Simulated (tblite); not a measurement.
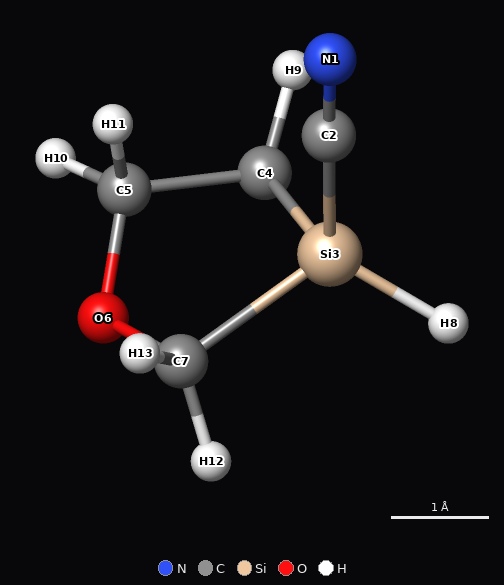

**Figure 1.** The starting structure (ball-and-stick view, seen at a tilt; atoms are numbered from 1 in the order of the input).

# Run report: C$_{4}$H$_{6}$NOSi, geometry relaxation (part 1 of 2)

The run: geometry relaxation of C$_{4}$H$_{6}$NOSi, multiplicity 2. Method and program: GFN2-xTB geometry optimisation, gas phase (tblite 0.8.0).

It belongs to a series of runs on one base structure; here: H added to sp2 C.

The program's output
```
step      E/eV     max force
  0    -548.59910    2.217
  1    -548.78709    3.538
  2    -548.77541    4.547
  3    -548.97528    0.922
  4    -549.04894    1.005
  5    -549.12929    1.441
  6    -549.17739    0.693
  7    -549.20376    0.549
  8    -549.23985    0.926
  9    -549.27536    1.064
 10    -549.30250    0.540
 11    -549.31372    0.235
 12    -549.31949    0.333
 13    -549.32602    0.412
 14    -549.33273    0.312
 15    -549.33842    0.206
 16    -549.34249    0.185
 17    -549.34684    0.265
 18    -549.35240    0.402
 19    -549.35857    0.426
 20    -549.36492    0.301
 21    -549.37187    0.216
 22    -549.38132    0.323
 23    -549.39384    0.368
 24    -549.40695    0.530
 25    -549.41925    0.278
 26    -549.43075    0.406
 27    -549.43966    0.619
 28    -549.44487    0.496
 29    -549.45426    0.390
 30    -549.45967    0.348
 31    -549.46255    0.146
 32    -549.46487    0.119
 33    -549.46726    0.170
 34    -549.46963    0.115
 35    -549.47151    0.124
 36    -549.47287    0.155
 37    -549.47444    0.090
 38    -549.47603    0.086
 39    -549.47706    0.100
 40    -549.47767    0.071
 41    -549.47835    0.082
 42    -549.47906    0.077
 43    -549.47978    0.068
 44    -549.48033    0.122
 45    -549.48071    0.052
 46    -549.48104    0.152
 47    -549.48138    0.107
 48    -549.48193    0.063
 49    -549.48243    0.066
 50    -549.48309    0.083
 51    -549.48387    0.084
 52    -549.48505    0.102
 53    -549.48687    0.139
 54    -549.48929    0.176
 55    -549.49182    0.170
 56    -549.49408    0.131
 57    -549.49593    0.126
 58    -549.49758    0.105
 59    -549.49852    0.144
 60    -549.49948    0.124
 61    -549.50026    0.095
 62    -549.50146    0.104
 63    -549.50228    0.109
 64    -549.50319    0.072
 65    -549.50371    0.085
 66    -549.50424    0.071
 67    -549.50494    0.076
 68    -549.50565    0.067
 69    -549.50601    0.046
 70    -549.50620    0.046
 71    -549.50648    0.060
 72    -549.50679    0.051
 73    -549.50705    0.044
 74    -549.50723    0.037
 75    -549.50741    0.045
 76    -549.50770    0.052
 77    -549.50813    0.059
 78    -549.50850    0.052
 79    -549.50868    0.029
 80    -549.50875    0.021
 81    -549.50880    0.017
 82    -549.50885    0.016
 83    -549.50889    0.018
 84    -549.50893    0.018
 85    -549.50896    0.019
 86    -549.50899    0.013
 87    -549.50901    0.010
 88    -549.50903    0.012
 89    -549.50905    0.019
 90    -549.50908    0.025
 91    -549.50912    0.018
 92    -549.50914    0.012
 93    -549.50916    0.010
 94    -549.50917    0.013
 95    -549.50918    0.012
 96    -549.50919    0.007
```

Trajectory as extended XYZ (Å, eV, eV/Å), 36 of the 97 frames kept, from step=0 to step=96
```
13
Properties=species:S:1:pos:R:3:forces:R:3 step=0 energy=-548.59910
N     2.3180   -1.7447   -1.1899   -0.1040  -0.0380  -0.0090
C     1.7875   -0.9671   -0.5333    1.1520  -1.1310  -1.0040
Si    0.9771    0.2461    0.5185   -0.2570   1.2820   1.7900
C    -0.5075   -0.6003    1.2822    0.8620  -1.2310  -1.3140
C    -1.3901   -0.4071    0.0682   -0.4210  -0.9980   0.9010
O    -1.3761    0.9218   -0.2755   -1.7480   0.3010  -0.9670
C    -0.1078    1.3708   -0.5672    1.4360   0.5450   0.9900
H     1.8234    0.9474    1.4336    0.5000   0.1900   0.2800
H    -0.3377   -1.6655    1.5152   -0.5310   0.5500   0.4030
H    -2.4312   -0.7309    0.2272    0.2030   0.1820  -0.1190
H    -0.9246   -1.0735   -0.7162   -0.6260   0.3260   0.0930
H    -0.0159    2.3992   -0.1688   -0.1310  -0.2210  -0.6390
H     0.1807    1.3042   -1.6116   -0.3340   0.2430  -0.4050
13
Properties=species:S:1:pos:R:3:forces:R:3 step=3 energy=-548.97528
N     2.3282   -1.7694   -1.2095   -0.4930   0.5780   0.5080
C     1.8162   -0.9772   -0.5451    0.7190  -0.4030  -0.4140
Si    0.9794    0.2785    0.5783    0.6670  -0.1880  -0.0610
C    -0.4726   -0.6429    1.2233    0.1600  -0.2310  -0.3480
C    -1.4050   -0.4292    0.0922   -0.2170   0.3540  -0.3720
O    -1.4227    0.9220   -0.3154    0.4810  -0.3160  -0.2450
C    -0.0749    1.3788   -0.5400   -0.5470  -0.1510  -0.0910
H     1.8568    0.9632    1.4567    0.5990   0.3130   0.4790
H    -0.3613   -1.6570    1.5406   -0.2890  -0.3190   0.4700
H    -2.4343   -0.7282    0.2268   -0.3160  -0.0920   0.2000
H    -0.9575   -1.0595   -0.7141   -0.5150   0.0340  -0.1620
H    -0.0219    2.4047   -0.1950   -0.1260   0.2860  -0.2620
H     0.1653    1.3166   -1.6165   -0.1220   0.1340   0.2970
13
Properties=species:S:1:pos:R:3:forces:R:3 step=5 energy=-549.12929
N     2.3202   -1.7726   -1.2103    0.4100  -0.8390  -0.6920
C     1.8533   -0.9739   -0.5485   -0.2260   1.1250   0.8720
Si    1.0208    0.2792    0.5956    0.2720   0.0750  -0.1590
C    -0.4483   -0.6721    1.1775    0.1290  -0.2710  -0.0540
C    -1.4217   -0.4206    0.0804   -0.0670  -0.2940  -0.0340
O    -1.4159    0.9059   -0.3451   -0.1490   0.1600   0.0360
C    -0.0898    1.3727   -0.5335    0.2810   0.1740   0.1870
H     1.9063    0.9878    1.4943    0.1390  -0.0190   0.0500
H    -0.3897   -1.6735    1.5798   -0.2760   0.1470   0.1350
H    -2.4551   -0.7315    0.2399   -0.0050   0.1270   0.2000
H    -1.0035   -1.0538   -0.7258   -0.3720  -0.2230  -0.3870
H    -0.0337    2.4236   -0.2212   -0.2200  -0.1450  -0.1330
H     0.1526    1.3292   -1.6009    0.0830  -0.0170  -0.0200
13
Properties=species:S:1:pos:R:3:forces:R:3 step=8 energy=-549.23985
N     2.3071   -1.7838   -1.2174   -0.2640   0.7020   0.5430
C     1.9254   -0.9367   -0.5322    0.4140  -0.4970  -0.4540
Si    1.0720    0.2930    0.6092   -0.2950   0.0840   0.0490
C    -0.4065   -0.7250    1.1116   -0.0020   0.1300  -0.1610
C    -1.4355   -0.4414    0.0658    0.1850  -0.0660  -0.1240
O    -1.4178    0.8992   -0.3614    0.2080  -0.1210   0.3530
C    -0.0790    1.3777   -0.5158   -0.0280  -0.1090  -0.1270
H     1.9694    1.0069    1.5344   -0.2110  -0.2310  -0.2360
H    -0.4495   -1.6693    1.6340   -0.0590   0.1930  -0.0240
H    -2.4747   -0.7183    0.2795    0.2100   0.1610   0.2130
H    -1.0983   -1.0744   -0.7827   -0.2870  -0.1460  -0.1880
H    -0.0710    2.4350   -0.2562   -0.1010   0.0450   0.1750
H     0.1542    1.3375   -1.5866    0.2300  -0.1450  -0.0180
13
Properties=species:S:1:pos:R:3:forces:R:3 step=11 energy=-549.31372
N     2.3030   -1.7610   -1.2033    0.1720   0.0240  -0.0320
C     1.9780   -0.9012   -0.5174   -0.0920   0.0570   0.0110
Si    1.0726    0.3046    0.6046   -0.0880  -0.0750   0.0550
C    -0.3863   -0.7455    1.0667   -0.0230  -0.0900  -0.1340
C    -1.4226   -0.4689    0.0399   -0.0150   0.1260  -0.0600
O    -1.3958    0.8896   -0.3253    0.0240  -0.0630  -0.2000
C    -0.0689    1.3776   -0.5159   -0.1070  -0.0310  -0.0420
H     1.9743    0.9846    1.5243   -0.0700  -0.0430   0.0030
H    -0.4923   -1.6357    1.6590    0.1010   0.0240   0.0620
H    -2.4551   -0.6874    0.3339    0.1240   0.0010   0.1180
H    -1.1913   -1.1114   -0.8473   -0.1490   0.1300   0.1270
H    -0.1084    2.4348   -0.2542    0.0910   0.0150   0.0550
H     0.1885    1.3203   -1.5828    0.0330  -0.0740   0.0380
13
Properties=species:S:1:pos:R:3:forces:R:3 step=14 energy=-549.33273
N     2.3241   -1.7451   -1.1997    0.2360  -0.1200  -0.1620
C     1.9875   -0.8891   -0.5173   -0.1670   0.2130   0.1560
Si    1.0631    0.3006    0.6116    0.0920  -0.0190  -0.1440
C    -0.3792   -0.7687    1.0325    0.0220  -0.0580   0.0980
C    -1.4238   -0.4644    0.0297   -0.1020  -0.0700   0.1170
O    -1.3935    0.8829   -0.3466   -0.1390   0.1350  -0.1190
C    -0.0733    1.3751   -0.5180    0.1420   0.0440   0.0610
H     1.9691    0.9736    1.5256   -0.0370   0.0060   0.0710
H    -0.4937   -1.6213    1.6765    0.0310   0.0110  -0.0360
H    -2.4369   -0.6770    0.3694   -0.1430   0.0180   0.1090
H    -1.2437   -1.1074   -0.8549   -0.0350  -0.0660  -0.0930
H    -0.1076    2.4351   -0.2493    0.0580  -0.1050  -0.0370
H     0.2034    1.3062   -1.5773    0.0410   0.0100  -0.0200
13
Properties=species:S:1:pos:R:3:forces:R:3 step=16 energy=-549.34249
N     2.3495   -1.7301   -1.1988    0.1440   0.0730  -0.0110
C     1.9913   -0.8789   -0.5180    0.0160  -0.0610  -0.0780
Si    1.0620    0.2968    0.6093    0.0570   0.0400  -0.0470
C    -0.3724   -0.7875    1.0116   -0.0170   0.1290   0.0370
C    -1.4319   -0.4640    0.0286   -0.0910  -0.0660   0.0350
O    -1.3981    0.8838   -0.3697    0.0390  -0.0460   0.0950
C    -0.0701    1.3737   -0.5174    0.0360  -0.0620  -0.0260
H     1.9638    0.9668    1.5326   -0.0520   0.0010   0.0520
H    -0.4928   -1.6120    1.6879   -0.0160  -0.0400  -0.0600
H    -2.4346   -0.6684    0.4029   -0.1690   0.0560   0.0520
H    -1.2854   -1.1076   -0.8648   -0.0380  -0.0610   0.0070
H    -0.1025    2.4305   -0.2482    0.0410  -0.0250  -0.0370
H     0.2168    1.2974   -1.5736    0.0490   0.0630  -0.0200
13
Properties=species:S:1:pos:R:3:forces:R:3 step=19 energy=-549.35857
N     2.4148   -1.7019   -1.2046    0.0040   0.1730   0.0850
C     1.9879   -0.8757   -0.5308    0.2920  -0.2180  -0.2200
Si    1.0634    0.2930    0.5953   -0.0750  -0.0630   0.1310
C    -0.3765   -0.7846    1.0040   -0.0960   0.0620  -0.0200
C    -1.4563   -0.4688    0.0371    0.0540   0.1120  -0.0190
O    -1.3989    0.8801   -0.3843    0.1100  -0.1050   0.1110
C    -0.0620    1.3627   -0.5238   -0.1150  -0.0550  -0.0930
H     1.9385    0.9564    1.5473   -0.0080   0.0040   0.0340
H    -0.4839   -1.6083    1.6830   -0.0370  -0.0590  -0.0450
H    -2.4572   -0.6487    0.4480    0.0550   0.0940  -0.1030
H    -1.3333   -1.1158   -0.8637   -0.1120  -0.0260   0.2090
H    -0.0820    2.4163   -0.2493   -0.0260   0.0470  -0.0190
H     0.2412    1.2959   -1.5758   -0.0450   0.0340  -0.0500
13
Properties=species:S:1:pos:R:3:forces:R:3 step=22 energy=-549.38132
N     2.5252   -1.6587   -1.2221    0.0520  -0.0410  -0.0940
C     2.0192   -0.8748   -0.5574    0.1050   0.2090   0.2230
Si    1.0608    0.2739    0.5894    0.0500  -0.1560  -0.1080
C    -0.3942   -0.7783    0.9968    0.0260  -0.2060   0.1380
C    -1.4849   -0.4623    0.0521    0.0290   0.0550   0.0750
O    -1.3912    0.8687   -0.3919   -0.1250   0.2120  -0.1800
C    -0.0578    1.3429   -0.5416    0.1470   0.0960   0.0730
H     1.9027    0.9422    1.5752   -0.0280  -0.0590  -0.0570
H    -0.4823   -1.6128    1.6667   -0.0740  -0.0580  -0.0440
H    -2.4829   -0.6012    0.4940    0.1170   0.1190  -0.0970
H    -1.4221   -1.1376   -0.8309   -0.0390  -0.0440   0.1370
H    -0.0612    2.3988   -0.2580   -0.0890  -0.0480  -0.0150
H     0.2644    1.2996   -1.5899   -0.1730  -0.0780  -0.0520
13
Properties=species:S:1:pos:R:3:forces:R:3 step=25 energy=-549.41925
N     2.7262   -1.5601   -1.2510   -0.1370   0.1870   0.1240
C     2.1273   -0.8469   -0.5797    0.1110   0.0580   0.1580
Si    1.0608    0.2129    0.5720    0.0860   0.0760  -0.2160
C    -0.4139   -0.8126    0.9694    0.1050   0.0990  -0.1290
C    -1.5272   -0.4355    0.0770   -0.0190  -0.0720   0.0430
O    -1.3847    0.8653   -0.4427    0.0360  -0.1270  -0.0910
C    -0.0368    1.3165   -0.5659    0.0620  -0.0370   0.0540
H     1.8390    0.8995    1.6146   -0.0710  -0.1590  -0.2060
H    -0.5060   -1.6306    1.6494   -0.1620  -0.2220   0.0390
H    -2.4961   -0.4834    0.5809   -0.1390   0.1750   0.1630
H    -1.6270   -1.1783   -0.7489    0.2090   0.1220   0.0020
H    -0.0460    2.3691   -0.2752    0.0280  -0.0060   0.0260
H     0.2800    1.2844   -1.6177   -0.1090  -0.0920   0.0340
13
Properties=species:S:1:pos:R:3:forces:R:3 step=27 energy=-549.43966
N     2.8088   -1.5015   -1.2569   -0.2990   0.3910   0.3750
C     2.1890   -0.8188   -0.5680    0.3730  -0.3420  -0.3280
Si    1.0637    0.1853    0.5465   -0.1050   0.1310   0.0670
C    -0.4153   -0.8346    0.9492   -0.0370   0.0080  -0.0890
C    -1.5443   -0.4266    0.0877   -0.1290   0.0020   0.0820
O    -1.3783    0.8586   -0.4752    0.1030  -0.3350   0.0710
C    -0.0224    1.3050   -0.5733   -0.2150  -0.1200  -0.1100
H     1.8035    0.8633    1.6122    0.0300  -0.0660  -0.0930
H    -0.5317   -1.6480    1.6433   -0.0790  -0.0140  -0.1350
H    -2.4978   -0.4121    0.6338    0.0000   0.1190   0.1040
H    -1.7147   -1.1890   -0.7109    0.2240   0.1980   0.0250
H    -0.0430    2.3549   -0.2781    0.1140   0.0150   0.0090
H     0.2783    1.2640   -1.6280    0.0200   0.0130   0.0210
13
Properties=species:S:1:pos:R:3:forces:R:3 step=30 energy=-549.45967
N     2.8755   -1.4563   -1.2601   -0.1410   0.2140   0.2360
C     2.2336   -0.8046   -0.5652    0.1100  -0.1390  -0.1660
Si    1.0559    0.1696    0.5288    0.0080  -0.0480   0.0320
C    -0.4252   -0.8389    0.9454   -0.0750  -0.0610   0.0170
C    -1.5657   -0.4166    0.1129   -0.0090   0.0070  -0.0240
O    -1.3736    0.8384   -0.4935   -0.1230   0.0080  -0.0100
C    -0.0246    1.2877   -0.5877   -0.0660  -0.0320  -0.0410
H     1.7750    0.8353    1.6068    0.1060   0.0240   0.0130
H    -0.5490   -1.6698    1.6165   -0.0120  -0.0130  -0.0800
H    -2.5118   -0.3516    0.6732    0.0920   0.0040   0.0390
H    -1.7449   -1.1870   -0.6731    0.0490   0.1070   0.0500
H    -0.0248    2.3388   -0.2811    0.0230  -0.0810  -0.0230
H     0.2753    1.2554   -1.6405    0.0380   0.0100  -0.0420
13
Properties=species:S:1:pos:R:3:forces:R:3 step=33 energy=-549.46726
N     2.9396   -1.4094   -1.2540    0.0720  -0.0050   0.0020
C     2.2645   -0.7895   -0.5668   -0.1360   0.0660   0.0780
Si    1.0490    0.1473    0.5200    0.0310   0.0310   0.0050
C    -0.4372   -0.8508    0.9364   -0.0030   0.0570  -0.0010
C    -1.5838   -0.4024    0.1284   -0.0280  -0.0100  -0.0330
O    -1.3828    0.8302   -0.5181    0.0330   0.0380   0.0620
C    -0.0299    1.2693   -0.6031    0.0580  -0.0490   0.0000
H     1.7618    0.8149    1.6076    0.0630   0.0000  -0.0420
H    -0.5615   -1.6892    1.5939   -0.0350  -0.0650  -0.0260
H    -2.5103   -0.3034    0.7172    0.0800  -0.0370  -0.0200
H    -1.7857   -1.1790   -0.6395   -0.0820   0.0200   0.0080
H    -0.0081    2.3162   -0.2856   -0.0420  -0.0320  -0.0240
H     0.2801    1.2461   -1.6542   -0.0100  -0.0160  -0.0090
13
Properties=species:S:1:pos:R:3:forces:R:3 step=36 energy=-549.47287
N     3.0153   -1.3480   -1.2378   -0.0620   0.0900   0.1070
C     2.2937   -0.7647   -0.5635    0.0580  -0.1140  -0.0880
Si    1.0446    0.1266    0.5131   -0.0300   0.0510   0.0280
C    -0.4485   -0.8657    0.9182    0.0070  -0.0200  -0.0060
C    -1.6023   -0.3922    0.1332    0.0320  -0.0180   0.0380
O    -1.3853    0.8272   -0.5327    0.0850  -0.0910   0.0110
C    -0.0255    1.2455   -0.6191    0.0060   0.0330   0.0270
H     1.7581    0.7904    1.6034    0.0360   0.0140  -0.0240
H    -0.5849   -1.7089    1.5711   -0.0040  -0.0030  -0.0660
H    -2.4888   -0.2534    0.7708   -0.0380  -0.0360  -0.0410
H    -1.8680   -1.1727   -0.6110   -0.0580   0.0740   0.0240
H    -0.0035    2.2879   -0.2940    0.0230   0.0650  -0.0370
H     0.2906    1.2287   -1.6694   -0.0570  -0.0440   0.0260
13
Properties=species:S:1:pos:R:3:forces:R:3 step=38 energy=-549.47603
N     3.0271   -1.3361   -1.2286   -0.0280   0.0470   0.0570
C     2.2937   -0.7610   -0.5612    0.0210  -0.0640  -0.0230
Si    1.0444    0.1296    0.5184   -0.0080  -0.0420  -0.0050
C    -0.4476   -0.8718    0.9115    0.0040  -0.0440   0.0070
C    -1.6027   -0.3931    0.1341    0.0330  -0.0060   0.0310
O    -1.3802    0.8230   -0.5323   -0.0220  -0.0200  -0.0240
C    -0.0222    1.2418   -0.6189   -0.0260   0.0720   0.0140
H     1.7718    0.7903    1.6004    0.0160   0.0240  -0.0040
H    -0.5943   -1.7154    1.5618    0.0410  -0.0050  -0.0530
H    -2.4835   -0.2511    0.7777   -0.0560   0.0040   0.0090
H    -1.8929   -1.1642   -0.6084   -0.0060   0.0150  -0.0020
H    -0.0053    2.2867   -0.3021    0.0390   0.0750  -0.0180
H     0.2873    1.2219   -1.6702   -0.0070  -0.0550   0.0090
13
Properties=species:S:1:pos:R:3:forces:R:3 step=41 energy=-549.47835
N     3.0559   -1.3124   -1.2179   -0.0430   0.0340   0.0510
C     2.3001   -0.7580   -0.5580    0.0490  -0.0600  -0.0280
Si    1.0416    0.1220    0.5180    0.0030   0.0180  -0.0090
C    -0.4502   -0.8805    0.9058   -0.0020   0.0190  -0.0230
C    -1.6079   -0.3882    0.1438   -0.0440   0.0110  -0.0290
O    -1.3803    0.8169   -0.5412   -0.0220   0.0550   0.0490
C    -0.0226    1.2396   -0.6213    0.0000  -0.0070   0.0060
H     1.7776    0.7862    1.5958   -0.0220   0.0050  -0.0240
H    -0.5988   -1.7318    1.5417    0.0440  -0.0560   0.0070
H    -2.4851   -0.2346    0.7940    0.0190   0.0200   0.0060
H    -1.9213   -1.1540   -0.5932   -0.0020  -0.0370  -0.0070
H     0.0032    2.2876   -0.3118   -0.0090   0.0220  -0.0190
H     0.2833    1.2078   -1.6735    0.0290  -0.0240   0.0200
13
Properties=species:S:1:pos:R:3:forces:R:3 step=44 energy=-549.48033
N     3.0827   -1.2899   -1.2037    0.0740  -0.0750  -0.0620
C     2.3046   -0.7586   -0.5535   -0.0480   0.0410   0.0630
Si    1.0369    0.1155    0.5143   -0.0150   0.0410   0.0090
C    -0.4565   -0.8843    0.9019    0.0160  -0.0230  -0.0300
C    -1.6170   -0.3829    0.1483    0.0090   0.0170   0.0050
O    -1.3846    0.8222   -0.5370    0.0150   0.0330   0.0290
C    -0.0237    1.2375   -0.6239    0.0010  -0.0230   0.0120
H     1.7774    0.7829    1.5860   -0.0220   0.0100   0.0030
H    -0.5931   -1.7537    1.5182    0.0160  -0.0040  -0.0150
H    -2.4822   -0.2163    0.8101   -0.0160   0.0040   0.0110
H    -1.9463   -1.1509   -0.5803    0.0040   0.0140  -0.0110
H     0.0105    2.2895   -0.3232   -0.0180  -0.0420  -0.0400
H     0.2870    1.1896   -1.6749   -0.0160   0.0060   0.0260
13
Properties=species:S:1:pos:R:3:forces:R:3 step=47 energy=-549.48138
N     3.0751   -1.2986   -1.1996    0.0420  -0.0670  -0.0420
C     2.2963   -0.7660   -0.5509   -0.0340   0.0730   0.0700
Si    1.0361    0.1236    0.5174    0.0180  -0.0550  -0.0040
C    -0.4533   -0.8859    0.8975    0.0120  -0.0180  -0.0080
C    -1.6160   -0.3832    0.1465    0.0160   0.0030   0.0280
O    -1.3855    0.8299   -0.5253   -0.0230   0.0050   0.0180
C    -0.0248    1.2399   -0.6193   -0.0080   0.0090  -0.0130
H     1.7804    0.7911    1.5840   -0.0080   0.0210   0.0270
H    -0.5829   -1.7573    1.5136   -0.0010   0.0140  -0.0330
H    -2.4845   -0.2242    0.8062   -0.0020  -0.0030   0.0130
H    -1.9405   -1.1481   -0.5879    0.0110   0.0270  -0.0170
H     0.0084    2.2936   -0.3317   -0.0030   0.0070   0.0010
H     0.2868    1.1857   -1.6682   -0.0190  -0.0160  -0.0390
13
Properties=species:S:1:pos:R:3:forces:R:3 step=49 energy=-549.48243
N     3.0708   -1.3059   -1.1958   -0.0290  -0.0160   0.0250
C     2.2959   -0.7692   -0.5445    0.0500   0.0220  -0.0150
Si    1.0372    0.1256    0.5194    0.0190  -0.0130   0.0010
C    -0.4487   -0.8909    0.8909   -0.0170   0.0200   0.0130
C    -1.6141   -0.3812    0.1495   -0.0400  -0.0240  -0.0070
O    -1.3877    0.8362   -0.5143   -0.0160   0.0120   0.0260
C    -0.0271    1.2411   -0.6171    0.0110   0.0090  -0.0260
H     1.7811    0.7987    1.5838   -0.0170   0.0110   0.0190
H    -0.5772   -1.7629    1.5046   -0.0070  -0.0150  -0.0160
H    -2.4874   -0.2266    0.8056    0.0450  -0.0290   0.0120
H    -1.9342   -1.1412   -0.5929   -0.0020   0.0210  -0.0040
H     0.0058    2.2967   -0.3406    0.0200   0.0310   0.0280
H     0.2812    1.1799   -1.6664   -0.0160  -0.0300  -0.0570
```
